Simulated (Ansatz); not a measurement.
```xyz
5

Br   -1.6751   -0.6273   -1.3865
Br    0.5965    2.1537   -0.3561
Cl   -0.6292   -0.2405    2.0365
Cl    1.6986   -1.2729   -0.3088
Ge    0.0092   -0.0131    0.0149
```

Geometry: PBE0-D4/def2-SVP.

The calculation used Ansatz, isolated molecule in a Gaussian basis; Kohn-Sham density functional theory, functional PBE0.

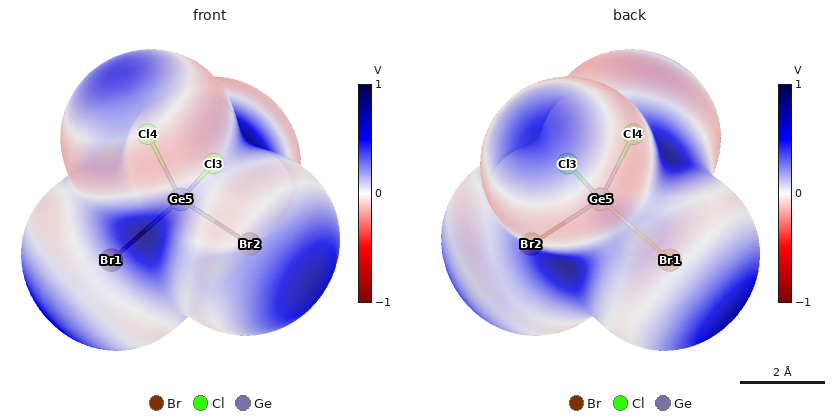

Br2Cl2Ge. The molecular electrostatic potential painted on the density surface at 0.001 e/bohr³, seen from the front and from behind; the colour scale runs from red (negative) to blue (positive).

Q: Describe the electrostatic potential map.

A: The most negative region (about −0.1 V) lies over Cl3 and Cl4, the most positive (about +0.8 V) over Ge5. Br1 shows a σ-hole: about +0.7 V at the tip opposite its bond, against about 0.0 V on its flanks. Br2 shows a σ-hole: about +0.7 V at the tip opposite its bond, against about 0.0 V on its flanks. Cl3 shows a σ-hole: about +0.4 V at the tip opposite its bond, against about −0.1 V on its flanks. Cl4 shows a σ-hole: about +0.4 V at the tip opposite its bond, against about −0.1 V on its flanks.
